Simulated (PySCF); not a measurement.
## What a change does: NMR shielding calculation on C$_{8}$H$_{17}$N

System: C$_{8}$H$_{17}$N.
Method of run 1: GIAO PBE0/pcSseg-1 NMR shielding, non-relativistic, IEF-PCM chloroform (PySCF 2.14.0).

The geometry comes from this level: PBE0-D3(BJ)/def2-SVP. Text and figures count atoms from 1; the logs count them from 0 in places.

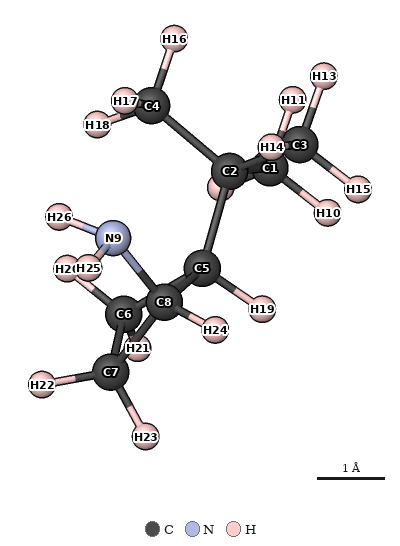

Fig. 1: The structure (ball-and-stick view, seen at an oblique angle; atoms are numbered from 1 in the order of the input).

## Input, run 1
```
{"job": {"kind": "nmr", "xc": "PBE0", "basis": "pcSseg-1", "solvent": "chloroform", "pop": false}, "charge": 0, "multiplicity": 1}
C     -2.113813    -0.531650    -0.892586
C     -1.083434    -0.085997     0.149901
C     -1.603045     1.140953     0.902785
C     -0.869689    -1.230439     1.145002
C      0.193201     0.318102    -0.601846
C      1.103355    -0.702109    -1.315177
C      2.292026     0.237473    -1.036615
C      1.454647     0.922425     0.079051
N      1.705641     0.492115     1.437595
H     -2.321961     0.271382    -1.617891
H     -3.066334    -0.806135    -0.411600
H     -1.758228    -1.409700    -1.455712
H     -2.546952     0.912611     1.423804
H     -0.866863     1.470811     1.651135
H     -1.796250     1.978258     0.212204
H     -1.835420    -1.535910     1.578469
H     -0.214872    -0.921894     1.970538
H     -0.437586    -2.120168     0.659607
H     -0.118256     1.060723    -1.357706
H      1.189920    -1.646973    -0.755927
H      0.874969    -0.948709    -2.362967
H      3.242139    -0.218404    -0.715084
H      2.496494     0.911498    -1.882742
H      1.480244     2.024166     0.078208
H      2.578384     0.899734     1.768370
H      1.833009    -0.517973     1.480460
```

The first line tells a small driver script what to run in PySCF; the rest is the geometry in Å.

Launched with:
```bash
OMP_NUM_THREADS=1 python <driver script> task.json out
```

Hardware: 1 CPU thread, shared host.

## Output (run 1)
```
coarse grid: 20296 points
cycle   1  E = -369.1906191397  dE =  8.441e-01  |g| = 5.283e-01  |ddm| = 4.335e+00
cycle   2  E = -369.1712754113  dE =  1.934e-02  |g| = 6.129e-01  |ddm| = 1.120e+00
cycle   3  E = -369.2649804431  dE = -9.371e-02  |g| = 5.071e-02  |ddm| = 6.337e-01
cycle   4  E = -369.2653928203  dE = -4.124e-04  |g| = 2.594e-02  |ddm| = 7.676e-02
cycle   5  E = -369.2655425382  dE = -1.497e-04  |g| = 5.052e-03  |ddm| = 2.685e-02
cycle   6  E = -369.2655481057  dE = -5.568e-06  |g| = 8.705e-04  |ddm| = 5.452e-03
final grid: 191984 points
cycle   7  E = -369.3219534500  dE = -9.639e-05  |g| = 1.142e-02  |ddm| = 5.970e-02
cycle   8  E = -369.3219386659  dE =  1.478e-05  |g| = 1.384e-02  |ddm| = 2.522e-02
cycle   9  E = -369.3219871005  dE = -4.843e-05  |g| = 8.193e-04  |ddm| = 1.424e-02
cycle  10  E = -369.3219872264  dE = -1.259e-07  |g| = 3.412e-04  |ddm| = 1.269e-03
cycle  11  E = -369.3219872532  dE = -2.682e-08  |g| = 5.887e-05  |ddm| = 3.271e-04
cycle  12  E = -369.3219872539  dE = -7.499e-10  |g| = 1.456e-05  |ddm| = 7.597e-05
converged SCF energy = -369.3219872539

GIAO shielding tensors (ppm)
atom      isotropic    diamagn.    paramagn.     s11        s22        s33       span
  0 C      152.722     247.714     -94.992    127.317    144.489    186.360     59.043
  1 C      152.016     239.422     -87.406    145.955    150.424    159.667     13.712
  2 C      156.221     247.637     -91.416    136.652    146.360    185.651     48.998
  3 C      160.140     248.299     -88.159    146.029    150.639    183.753     37.725
  4 C      135.457     246.928    -111.471    115.756    132.710    157.904     42.147
  5 C      162.907     248.470     -85.564    146.871    160.790    181.058     34.187
  6 C      152.053     255.097    -103.044    126.563    158.434    171.163     44.600
  7 C      128.975     244.519    -115.544    110.495    136.737    139.692     29.197
  8 N      216.909     315.073     -98.164    204.752    219.029    226.945     22.192
  9 H       30.657      31.119      -0.462     26.908     28.027     37.035     10.127
 10 H       30.629      30.744      -0.114     26.920     27.953     37.016     10.096
 11 H       30.274      31.055      -0.781     26.072     29.015     35.734      9.663
 12 H       30.455      30.781      -0.326     26.677     27.741     36.946     10.269
 13 H       29.431      30.850      -1.420     24.243     29.546     34.502     10.259
 14 H       30.545      31.314      -0.770     26.978     27.890     36.765      9.787
 15 H       30.711      31.260      -0.549     26.756     28.438     36.940     10.184
 16 H       29.434      31.641      -2.208     24.072     29.686     34.543     10.471
 17 H       30.174      31.852      -1.678     26.199     29.074     35.250      9.051
 18 H       29.268      34.899      -5.630     26.203     30.239     31.364      5.160
 19 H       29.161      31.986      -2.825     26.542     28.782     32.159      5.617
 20 H       29.574      30.970      -1.396     25.184     27.375     36.164     10.980
 21 H       30.099      31.034      -0.934     26.634     26.995     36.669     10.035
 22 H       29.068      31.538      -2.470     25.656     26.863     34.685      9.029
 23 H       27.958      31.953      -3.995     24.403     27.230     32.240      7.837
 24 H       30.455      29.766       0.689     23.472     26.724     41.170     17.698
 25 H       30.609      32.797      -2.188     24.523     30.975     36.329     11.806
```

For run 2 the input was changed thus:
```diff
-"solvent": "chloroform"
-"pop": false
+"solvent": "benzene"
+"pop": true
```

How does run 2 compare with run 1?

The total energy of run 2 is 1.0 kcal/mol higher: the change of the electrostatic solvation energy at this fixed geometry, without cavity or dispersion terms. The dipole moment goes from 1.58 to 1.47 D. Of all shieldings, the largest change is that of N9, by −1.2 ppm. The number of SCF iterations is the same.

## Output (run 2)
```
coarse grid: 20296 points
cycle   1  E = -369.1878893475  dE =  8.467e-01  |g| = 5.323e-01  |ddm| = 4.335e+00
cycle   2  E = -369.1666304221  dE =  2.126e-02  |g| = 6.227e-01  |ddm| = 1.142e+00
cycle   3  E = -369.2633512014  dE = -9.672e-02  |g| = 5.347e-02  |ddm| = 6.543e-01
cycle   4  E = -369.2638193196  dE = -4.681e-04  |g| = 2.680e-02  |ddm| = 8.222e-02
cycle   5  E = -369.2639795355  dE = -1.602e-04  |g| = 5.199e-03  |ddm| = 2.836e-02
cycle   6  E = -369.2639854087  dE = -5.873e-06  |g| = 9.560e-04  |ddm| = 5.910e-03
final grid: 191984 points
cycle   7  E = -369.3204040592  dE = -9.616e-05  |g| = 1.145e-02  |ddm| = 5.971e-02
cycle   8  E = -369.3203885500  dE =  1.551e-05  |g| = 1.397e-02  |ddm| = 2.529e-02
cycle   9  E = -369.3204378050  dE = -4.925e-05  |g| = 8.620e-04  |ddm| = 1.449e-02
cycle  10  E = -369.3204379463  dE = -1.414e-07  |g| = 3.502e-04  |ddm| = 1.363e-03
cycle  11  E = -369.3204379746  dE = -2.823e-08  |g| = 5.967e-05  |ddm| = 3.390e-04
cycle  12  E = -369.3204379753  dE = -7.616e-10  |g| = 1.602e-05  |ddm| = 7.882e-05
converged SCF energy = -369.3204379753

GIAO shielding tensors (ppm)
atom      isotropic    diamagn.    paramagn.     s11        s22        s33       span
  0 C      152.448     247.619     -95.170    127.024    144.234    186.087     59.063
  1 C      152.020     239.423     -87.404    145.976    150.449    159.634     13.658
  2 C      156.129     247.489     -91.360    136.499    146.384    185.505     49.005
  3 C      160.101     248.280     -88.179    145.984    150.625    183.694     37.710
  4 C      135.285     246.878    -111.593    115.592    132.495    157.768     42.175
  5 C      162.781     248.396     -85.615    146.778    160.617    180.949     34.172
  6 C      151.704     255.072    -103.368    125.859    158.344    170.910     45.051
  7 C      128.927     244.520    -115.593    110.505    136.673    139.604     29.099
  8 N      215.727     314.599     -98.872    204.051    217.473    225.656     21.605
  9 H       30.669      31.117      -0.448     26.932     28.038     37.037     10.105
 10 H       30.627      30.737      -0.109     26.933     27.947     37.002     10.069
 11 H       30.279      31.048      -0.769     26.086     29.017     35.734      9.647
 12 H       30.465      30.757      -0.292     26.678     27.756     36.960     10.282
 13 H       29.346      30.710      -1.364     24.152     29.454     34.432     10.280
 14 H       30.573      31.306      -0.733     27.004     27.923     36.791      9.786
 15 H       30.710      31.246      -0.536     26.752     28.431     36.947     10.195
 16 H       29.398      31.562      -2.164     24.054     29.630     34.511     10.456
 17 H       30.220      31.879      -1.660     26.252     29.125     35.282      9.030
 18 H       29.293      34.904      -5.611     26.239     30.268     31.372      5.132
 19 H       29.197      32.012      -2.814     26.589     28.819     32.183      5.594
 20 H       29.568      30.959      -1.391     25.189     27.368     36.147     10.958
 21 H       30.141      31.074      -0.933     26.685     27.040     36.698     10.013
 22 H       29.073      31.553      -2.480     25.665     26.886     34.666      9.001
 23 H       27.968      31.950      -3.982     24.428     27.230     32.245      7.817
 24 H       30.557      29.843       0.714     23.598     26.922     41.152     17.554
 25 H       30.716      32.817      -2.101     24.632     31.195     36.322     11.690
```

## The two runs side by side

```tsv
quantity	run 1	run 2
outcome	converged	converged
total energy (hartree)	−369.321987	−369.320438
HOMO (eV)	−6.57	−6.58
LUMO (eV)	1.30	1.26
dipole moment (D)	1.58	1.47
shielding of C1 (ppm)	152.7	152.4
shielding of C5 (ppm)	135.5	135.3
shielding of C6 (ppm)	162.9	162.8
shielding of C7 (ppm)	152.1	151.7
shielding of N9 (ppm)	216.9	215.7
shielding of H25 (ppm)	30.5	30.6
shielding of H26 (ppm)	30.6	30.7
SCF iterations	12	12
basis functions	238	238
wall time (shared host)	53 s	58 s
```
